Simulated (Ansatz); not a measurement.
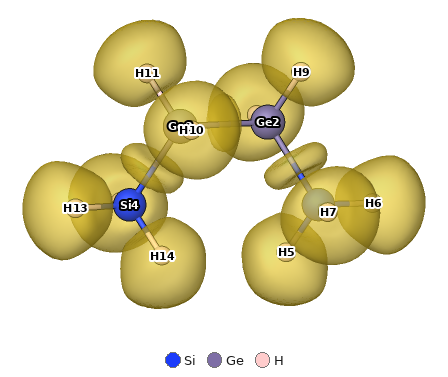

*Ge₂H₁₀Si₂ (SMILES [SiH3][GeH2][GeH2][SiH3]). Isosurface of the ELF at 0.75 (yellow), seen across its widest extent. Only the valence region is drawn (cores and ρ < 0.01 e/Å³ removed).*

Geometry: PBE0-D4/def2-TZVP.

The calculation used RKS PBE0-D4/def2-TZVPP in Ansatz.

```yaml
atoms:
  - { symbol: Si, position_ang: [-1.7730, 1.6043, -0.4971] }
  - { symbol: Ge, position_ang: [-0.3790, 0.9315, 1.3082] }
  - { symbol: Ge, position_ang: [1.5644, -0.2496, 0.4605] }
  - { symbol: Si, position_ang: [0.8777, -2.1193, -0.8385] }
  - { symbol: H, position_ang: [-2.2223, 0.4023, -1.2490] }
  - { symbol: H, position_ang: [-2.9685, 2.3435, -0.0118] }
  - { symbol: H, position_ang: [-1.0051, 2.4825, -1.4193] }
  - { symbol: H, position_ang: [-1.1597, -0.0072, 2.2480] }
  - { symbol: H, position_ang: [0.0646, 2.1565, 2.1298] }
  - { symbol: H, position_ang: [2.3912, 0.7156, -0.4106] }
  - { symbol: H, position_ang: [2.4557, -0.7072, 1.6305] }
  - { symbol: H, position_ang: [0.0479, -3.0288, -0.0045] }
  - { symbol: H, position_ang: [2.0472, -2.8760, -1.3591] }
  - { symbol: H, position_ang: [0.0589, -1.6481, -1.9872] }
```

Question: Describe the localisation domains.

Answer: At this value the surface marks out one region between bonded Ge–Ge atoms (shared pairs), two regions between bonded Ge–Si atoms (shared pairs) and ten regions around hydrogen nuclei.

Values along the shortest contacts:
Si–Ge (2.38 Å): the ELF peaks at about 0.95 between the atoms; a shared electron pair. Ge–Ge (2.43 Å): the ELF peaks at about 0.85 between the atoms, as expected for a shared electron pair.
